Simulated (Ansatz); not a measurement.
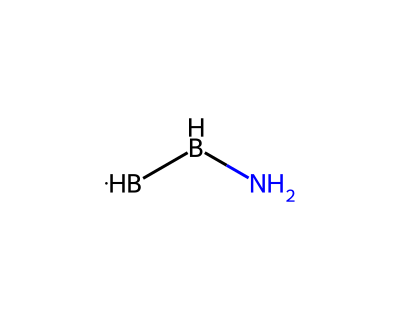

The drawing above gives the connectivity. State: neutral, doublet. Computed geometry: PBE0-D4/def2-TZVP optimisation. No frequency run is at hand to confirm it as a minimum.

What does the molecule look like in three dimensions?

It has 7 atoms: 2 boron, 4 hydrogen and 1 nitrogen (B2H4N). Its SMILES string is `[BH]BN`. It has no ring. Among its groups: B–H bond. The point group is Cs. It is an open-shell species. All atoms lie on one plane. Coordination: 1 B linear; 1 B trigonal planar; 1 N trigonal planar.

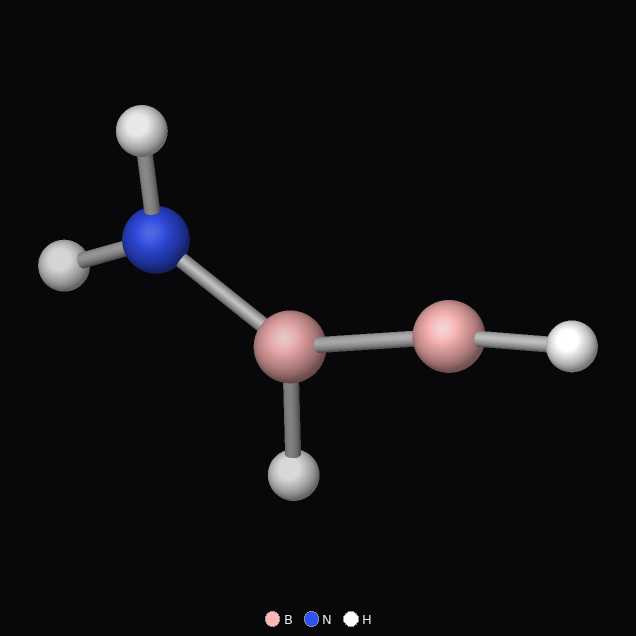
